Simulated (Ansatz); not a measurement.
Ligand exchange: C4H8O + GaH(CH3)(NH2) → C3H7NO + GaH(CH3)2

Species: C4H8O (2-butanone) `CCC(C)=O`, singlet; GaH(CH3)(NH2), singlet; C3H7NO (propionamide) `CCC(N)=O`, singlet; GaH(CH3)2, singlet. The partners trade CH3 for NH2: C–CH3 and Ga–NH2 bonds give way to C–NH2 and Ga–CH3.

Shapes, held fixed at every level: PBE0-D4/def2-TZVP. Flexible molecules stand in one conformer, not always the lowest. Programs: Ansatz 0.2.0. Electronic energies: no zero-point or thermal term.

| level | kind | ΔE (kJ/mol) | less CCSD(T)/def2-TZVPP | CPU time (sum over the molecules) |
| --- | --- | --- | --- | --- |
| HF/def2-TZVPP | Hartree–Fock | +14.9 | -4.4 | – |
| r2SCAN-D4/def2-TZVPP | meta-GGA | +6.7 | -12.6 | 61 s |
| B3LYP-D4/def2-TZVPP | global hybrid | +11.0 | -8.3 | 53 s |
| PBE0-D4/def2-TZVPP | global hybrid | +4.4 | -14.9 | 32 s |
| wB97X-V/def2-TZVPP | range-separated hybrid | +11.5 | -7.8 | 91 s |
| B2PLYP/def2-TZVPP | double hybrid | +14.2 | -5.1 | 68 s |
| MP2/def2-TZVPP | perturbation theory | +17.9 | -1.4 | – |
| CCSD(T)/def2-TZVPP | coupled cluster or CI | +19.3 | 0.0 | 31 min |

The highest level, CCSD(T)/def2-TZVPP, gives ΔE = +19.3 kJ/mol; the levels span +4.4 to +19.3. The column of differences is taken from that level and isn't an error. No measured value is set beside it here. Relativity is left out for Ga unless named. Correlated rows may include outer-core shells of Ga, which these sets cover unevenly. Times are processor times on shared x86 and Arm servers, and rough.

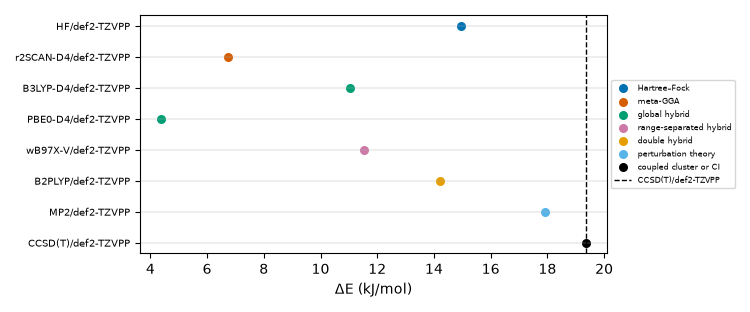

The values of the table, level by level.
